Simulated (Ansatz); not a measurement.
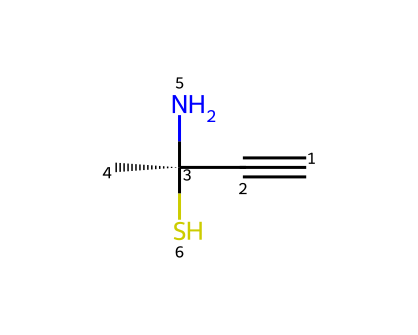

A structural formula, with wedges where it has stereocentres; small numbers name the atoms. The configuration is that of a computed structure (PBE0-D4/def2-TZVP).

Q: Assign CIP descriptors.

A: C3: R.
